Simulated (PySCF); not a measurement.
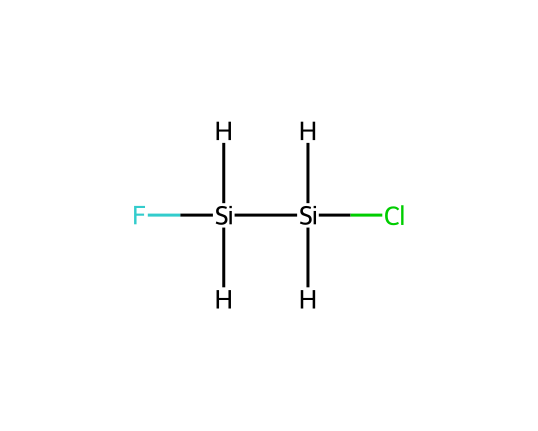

2D structure.

Question: Write the SMILES.

Answer: F[SiH2][SiH2]Cl

Question: What is the molecular formula?

Answer: ClFH4Si2.

More results for the same structure follow; atom numbers are the same in all pictures, views and colours differ. Computed geometry: PBE0-D3(BJ)/def2-SVP optimisation. No frequency run is at hand to confirm it as a minimum.

**Bond orders**

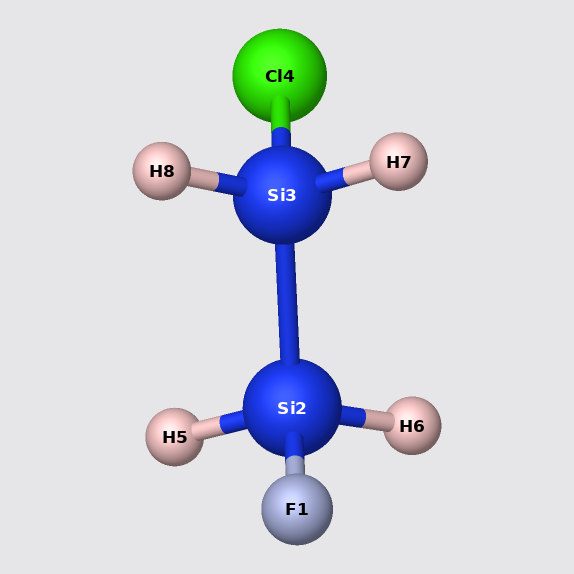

Every bond is drawn as one stick. No frequency run is at hand to confirm it as a minimum. Computed with PBE0/IGLO-III (PySCF 2.14.0).

Question: Which bond has the lowest Mayer bond order?

Answer: F1–Si2, 0.73, at 1.632 Å.

List the Mayer bond orders of F1–Si2, Si2–Si3, Si2–H5, Si2–H6, Si3–Cl4, Si3–H7 (one bond of each equivalent set). Atoms whose distances differ by more than 0.02 Å in this geometry are listed apart.

```
   bond  Mayer order  length (Å)
 F1–Si2         0.73       1.632
Si2–Si3         1.01       2.341
 Si2–H5         0.91       1.491
 Si2–H6         0.92       1.491
Si3–Cl4         0.95       2.081
 Si3–H7         0.91       1.491
```

**Excitation**

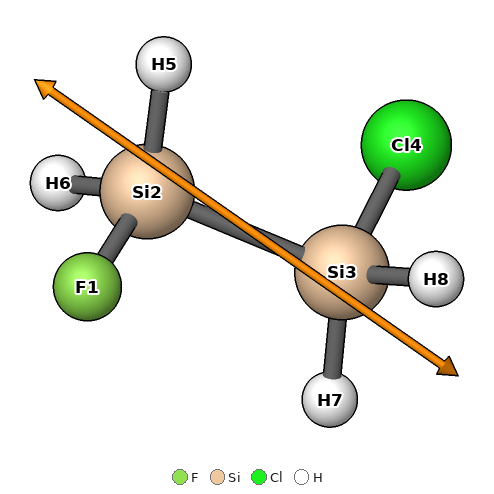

The double arrow shows the direction of the transition dipole to excited singlet state 9 (its length means nothing). No frequency run is at hand to confirm it as a minimum. Properties computed with TDDFT LDA/def2-SVPD, vertical, gas phase, core orbitals frozen in the response (PySCF 2.14.0).

Question: Where does the transition lie, and how strong is it?

Answer: 7.25 eV (171 nm), oscillator strength 0.17, mainly HOMO → LUMO+4 (weight 0.59); transition dipole 2.50 D.

**Charges**

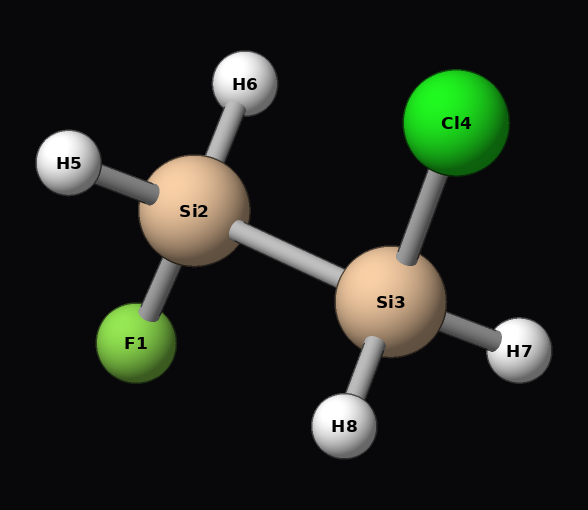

The questions are on ESP-fitted charges. No frequency run is at hand to confirm it as a minimum. Properties computed with PBE0/def2-TZVP, gas phase (PySCF 2.14.0).

List the ESP-fitted charges.

| atom | value (e) |
| --- | --- |
| F1 | −0.24 |
| Si2 | 0.46 |
| Si3 | 0.03 |
| Cl4 | −0.13 |
| H5 | −0.08 |
| H6 | −0.08 |
| H7 | 0.02 |
| H8 | 0.02 |

**Spin–spin coupling**

No frequency run is at hand to confirm it as a minimum. Method: B3LYP/cc-pVTZ indirect spin-spin coupling, non-relativistic, gas phase (PySCF 2.14.0). Isotopes: 19F, 1H, 29Si.

Give the spin–spin coupling constants of these pairs, with the number of bonds between them: F1/Si2, Si2/Si3, F1/Si3, F1/H5, Si2/H7, H7/H8, H6/H7.

```tsv
pair	bonds apart	J (Hz)
F1, Si2	1	358.1
Si2, Si3	1	92.3
F1, Si3	2	−17.5
F1, H5	2	30.0
Si2, H7	2	−13.1
H7, H8	2	8.7
H6, H7	3	−1.9
```

Density functionals are unreliable for couplings to fluorine, so those rows may be far off.
